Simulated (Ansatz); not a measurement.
## Electronic structure of C$_{2}$H$_{5}$NOSi (SMILES N=C=C(O)[SiH3]) in real space

```tsv
atom	x (Å)	y (Å)	z (Å)
N	-1.1931	2.0729	0.8033
C	-0.5194	1.2591	0.1945
C	0.3096	0.3647	-0.3001
O	1.2520	0.7468	-1.2478
Si	0.2928	-1.3596	0.3954
H	-2.1336	2.2323	0.4445
H	1.2167	0.1201	-1.9765
H	0.1805	-2.3282	-0.7328
H	-0.8757	-1.4988	1.2988
H	1.5532	-1.6605	1.1238
```

Geometry: PBE0-D4/def2-TZVP.

Computed with Ansatz 0.2.0, RKS PBE0-D4/def2-TZVPP.

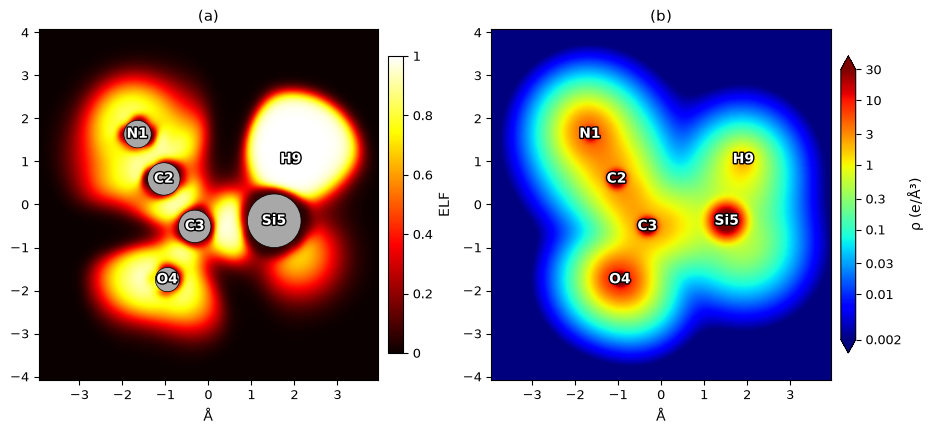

Figure 1. (a) electron localisation function; (b) total electron density on the plane of atoms C2, C3 and O4. Grey discs cover the atomic cores in the ELF map.

Question: Describe what can be read from this map.

Answer: The plane passes through N, C, O, Si and H nuclei. C–N (1.22 Å): ρ at the midpoint is about 3.1 e/Å³; the ELF peaks at about 0.90 between the atoms; a short, multiple covalent bond. C–C (1.32 Å): ρ at the midpoint is about 2.4 e/Å³; the ELF peaks at about 0.90 between the atoms (a short, multiple covalent bond). C–O (1.39 Å): ρ is about 2.1 e/Å³ halfway, with its minimum of 1.8 e/Å³ about 0.5 Å from C; the ELF peaks at about 0.90 between the atoms, as expected for a polar covalent bond. C–Si (1.86 Å): ρ is about 0.97 e/Å³ halfway; the ELF peaks at about 0.95 between the atoms; localised, covalent bonding. Si–H (1.48 Å): the density is about 0.81 e/Å³ at the midpoint; the ELF climbs to about 1 towards the hydrogen, as it does in any bond to H. The ELF also peaks beside O4, away from the bonds: lone-pair regions.

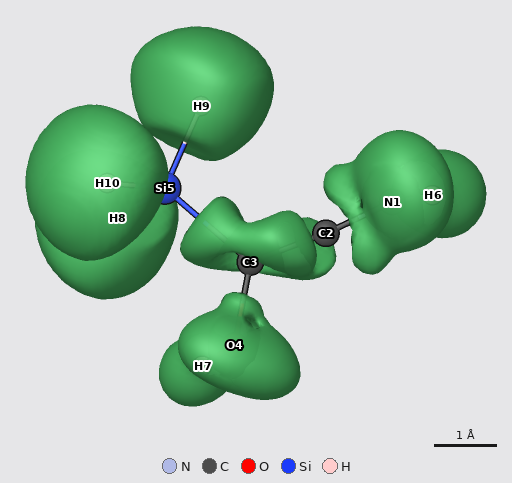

Figure 2. Isosurface of the ELF at 0.75 (green), seen across its widest extent. Core shells and regions of very low density are left out.

Question: Identify the bonds, lone pairs and shells in this picture.

Answer: The surface consists of three regions around hydrogen nuclei, one region on C in which the atom's valence shell and bonds are merged, one joined region spread over several atoms (H, N), in which their bonds and any lone pairs are merged and one joined region spread over several atoms (H, O), in which their bonds and any lone pairs are merged.

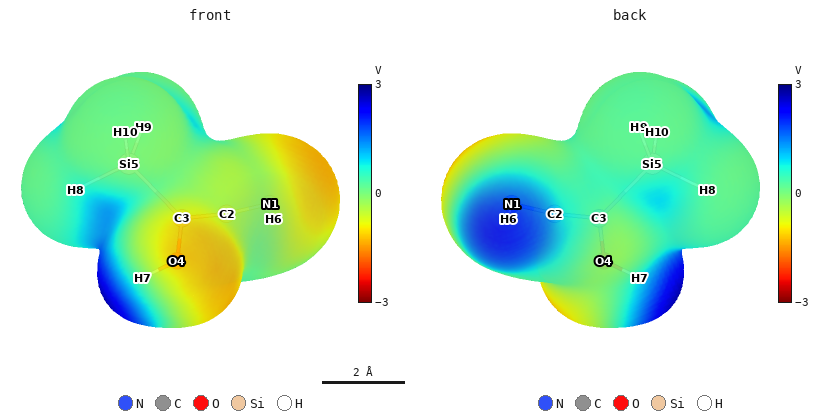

Figure 3. The electrostatic potential painted on the density surface at 0.002 e/bohr³, seen from the front and from behind; red is negative and blue positive.

Question: Describe the electrostatic potential map.

Answer: The most negative region (about −1.3 V) lies over N1 and O4, the most positive (about +2.6 V) over H7.
